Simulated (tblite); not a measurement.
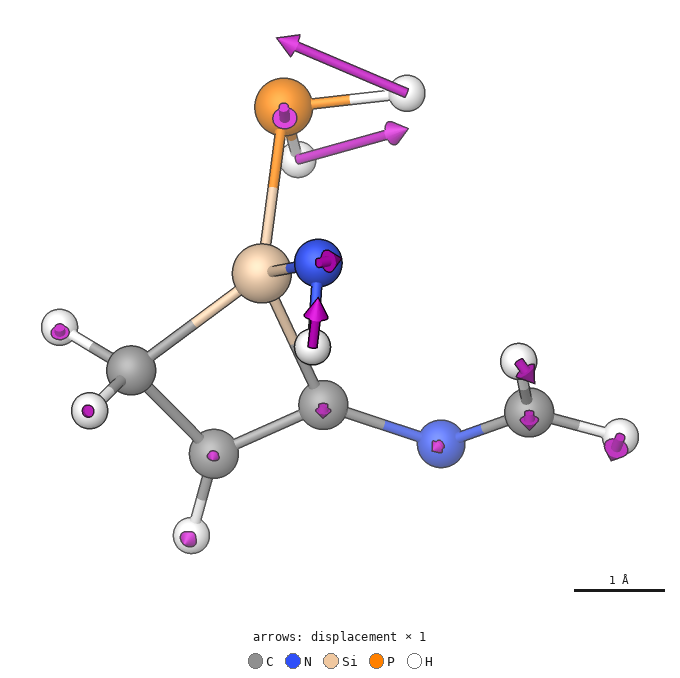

A relaxation of C4H8N2PSi (multiplicity 2). The starting structure is drawn; purple arrows show the displacements, at their true length. The two geometries are superimposed by the best rigid fit.

A ball-and-stick model, seen face on.

Method: GFN2-xTB geometry optimisation, gas phase in tblite 0.8.0. 

### Which element moves most?

Hydrogen: up to 1.61 Å, against 0.51 Å for phosphorus.

### What did the optimiser do to the structure, and how much energy did it gain?

Over 166 geometry steps the energy falls by 1.193 eV. The atom that moves furthest after the best rigid fit is an H atom (1.61 Å). Largest moves by element: H 1.61 Å, P 0.51 Å, N 0.36 Å, C 0.24 Å, Si 0.04 Å. Near-neighbour distances that change, for instance: C–Si 1.876 → 2.045 Å, C–N 1.466 → 1.303 Å, N–Si 1.739 → 1.640 Å, C–Si 1.851 → 1.935 Å. Among the angles between lasting bonds that change: C–N–C 113.7° → 130.0°, Si–N–H 107.4° → 123.4°, C–Si–N 120.1° → 131.4°. Groups turn about P–Si by about 90°, N–Si by about 40°. The run took 1.3 s on 1 thread of Arm Neoverse V2 (shared host).
